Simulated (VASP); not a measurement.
Band structure of Cu₃Sn (space group Pmmn). All values below come from PBEsol GGA, VASP's PBE PAW potentials (set 64) (plane waves; VASP 6.6.1).

Unless said otherwise, spin-orbit coupling is left out, though it shifts the bands of the heavy elements here.

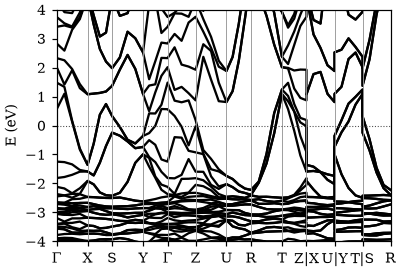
*Bands along high-symmetry lines, zero at the valence-band maximum or, without a gap, the Fermi level*

Read the plot: is there a gap, and where are the band edges?

It has no gap at this level: it comes out as a metal or semimetal.

The structure comes from a computed database's Cu3Sn entry (Pmmn); how it stands against other phases isn't given here. The cell was not relaxed at this level. The k-mesh is coarse (spacing up to 0.39 per Å, 2π included), so the numbers may not be converged in it.
